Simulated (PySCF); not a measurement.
## A study: H3N, SMILES `N`

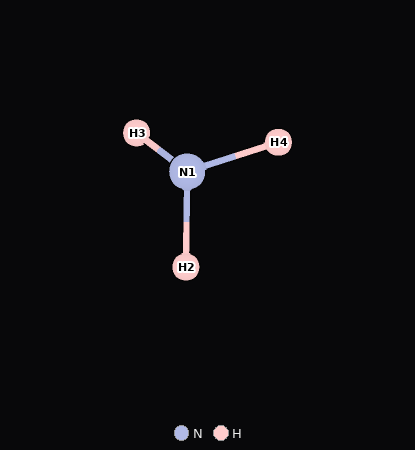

The molecule, with its atoms numbered as below. No frequency check shows the geometry to be a minimum.

Cartesian coordinates (Å):

```
N1      -0.0000    0.0000   -0.1100
H2      -0.6935   -0.6404    0.2567
H3       0.9013   -0.2804    0.2567
H4      -0.2078    0.9208    0.2567
```

Part 1: Removing or adding an electron

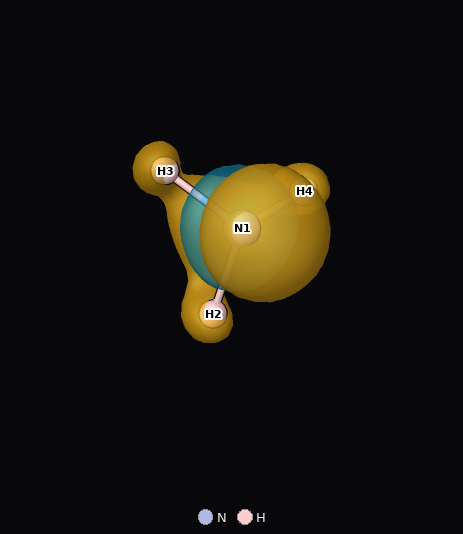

Fukui function f⁻ = ρ(N) − ρ(N−1) at fixed geometry, surfaces at ±0.1 e/Å³ (yellow positive, teal negative).

Computed with PySCF, B3LYP/def2-SVPD, geometry: GFN2-xTB.

Question: Which atoms respond most to the removal of an electron?

Answer: f⁻ (Hirshfeld-condensed) is largest on N1 (0.52); the vertical ionisation energy is 10.93 eV. Condensed values hint at sites of electrophilic attack but needn't mark the atom that reacts. Orbital relaxation makes it negative in places (0.14 e in all).

Part 2: Localised orbitals

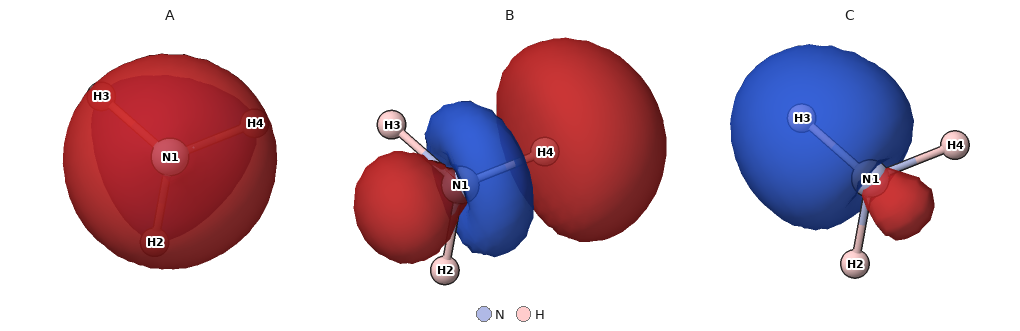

Intrinsic bond orbitals (IBO), occupied and valence-virtual; each surface holds about 85 % of the orbital's density. Energies are diagonal elements of the Fock matrix.

PySCF calculation, ωB97X/cc-pVTZ, gas phase; geometry: GFN2-xTB.

Question: Identify each orbital.

Answer: By panel:
- A: lone pair on N1 (sp4.3-type) (N1 100 %; −10.7 eV)
- B: σ* orbital H4–N1, mostly on H4 (H4 63 %, N1 37 %; 11.3 eV)
- C: σ bond N1–H3 (N1 63 %, H3 37 %; −18.9 eV)

Part 3: Stretching a bond

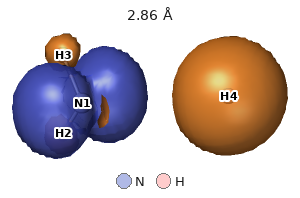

Rigid stretch of the N1–H4 bond. Broken-symmetry UHF spin density at ±0.03 e/Å³ (orange: α, blue: β).

Method: def2-TZVP basis; geometry: GFN2-xTB; program: PySCF.

Question: How does the broken-symmetry solution share the spin, and how far is it from a pure singlet?

Answer: At 2.86 Å excess α spin lies mostly on H4 and excess β on N1; the two could be swapped at no cost. ⟨S²⟩ is 1.00 at 2.86 Å, against 0 for a pure singlet and 1 for an equal mix of singlet and triplet.

Question: Where does the UHF solution part from RHF?

Answer: Between 1.38 Å (⟨S²⟩ = 0, the two coincide) and 1.58 Å (⟨S²⟩ = 0.38); at 2.86 Å ⟨S²⟩ is 1.00 and UHF lies 4.5 eV below RHF.

Question: How much energy does the stretch cost?

Answer: By CASSCF, 4.2 eV from the lowest point of the scan (1.02 Å) to 2.86 Å; RHF gives 8.1 eV from its own lowest point. The fragments aren't relaxed and dynamic correlation is missing, so this isn't a bond dissociation energy.

The PySCF runs shown took 19 s, 4.2 s and 25 s on 1 thread of Arm Neoverse N1, with other jobs on the host.
